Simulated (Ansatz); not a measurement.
Ligand exchange: SnH(CH3)3 + Si(CH3)(OH)2(SiH3) → SnH(CH3)2(OH) + Si(CH3)2(OH)(SiH3)

Gas-phase species: SnH(CH3)3, singlet; Si(CH3)(OH)2(SiH3), singlet; SnH(CH3)2(OH), singlet; Si(CH3)2(OH)(SiH3), singlet. The partners trade CH3 for OH: Sn–CH3 and Si–OH bonds give way to Sn–OH and Si–CH3.

Shapes, held fixed at every level: PBE0-D4/def2-TZVP. Flexible molecules stand in one conformer, not always the lowest. Programs: Ansatz 0.2.0. Electronic energies: no zero-point or thermal term.

```csv
level,kind,ΔE (kJ/mol),less CCSD(T)/def2-TZVPP
PBE-D4/def2-TZVPP,GGA,+48.7,-12.7
PBE0-D4/def2-TZVPP,global hybrid,+54.7,-6.7
wB97M-V/def2-TZVPP,range-separated hybrid,+57.7,-3.7
wB97X-V/def2-TZVPP,range-separated hybrid,+54.7,-6.7
MP2/def2-TZVPP,perturbation theory,+62.8,+1.4
CCSD/def2-TZVPP,coupled cluster or CI,+63.0,+1.6
CCSD(T)/def2-TZVPP,coupled cluster or CI,+61.4,0.0
```

The highest level, CCSD(T)/def2-TZVPP, gives ΔE = +61.4 kJ/mol; the levels span +48.7 to +63.0. The column of differences is taken from that level and isn't an error. No measured value is set beside it here. For atoms past krypton def2 sets carry core potentials with scalar relativity. Outer-core shells of Sn are correlated, in sets that cover them unevenly.

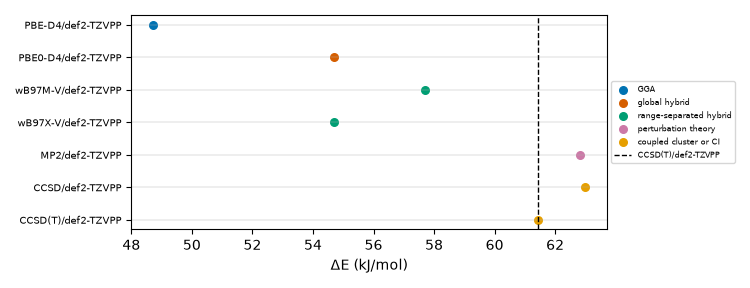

The values of the table, level by level.
